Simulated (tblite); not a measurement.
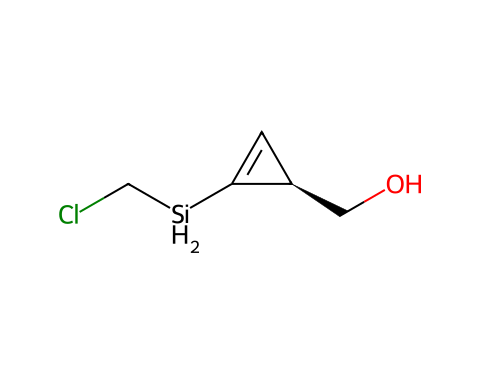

Figure made from data computed with tblite.

Q: Give its SMILES.

A: OC[C@@H]1C=C1[SiH2]CCl

Q: What is the molecular formula?

A: C5H9ClOSi.

Q: An optimisation with GFN2-xTB gave a structure of which point group?

A: C1.
